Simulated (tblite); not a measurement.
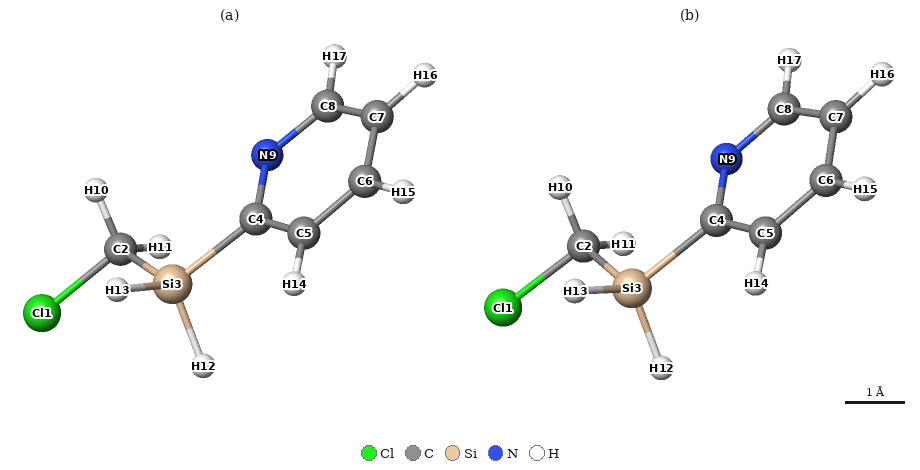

The structure of C₆H₈ClNSi before (left) and after (right) a relaxation, at one scale.

Style: ball-and-stick. Shown from a free direction.

All numbers below come from tblite 0.8.0, GFN2-xTB geometry optimisation, gas phase. 

> What changed between the two?

The energy falls by 16.2 kJ/mol in 44 geometry steps. The largest move after the best rigid fit is that of Cl1, 0.12 Å. By element the largest moves are Cl 0.12 Å, H 0.11 Å, Si 0.09 Å, N 0.08 Å, C 0.08 Å. Some distances before and after: C2–Si3 1.840 → 1.905 Å, C4–N9 1.375 → 1.332 Å, Si3–C4 1.858 → 1.892 Å, C8–N9 1.353 → 1.319 Å. Bond angles that change, for instance: C2–Si3–C4 112.4° → 106.8°, H12–Si3–H13 105.7° → 109.8°, C6–C5–H14 119.1° → 121.1°. Cost: 0.61 s on 1 thread of Arm Neoverse N1, with other jobs on the host.
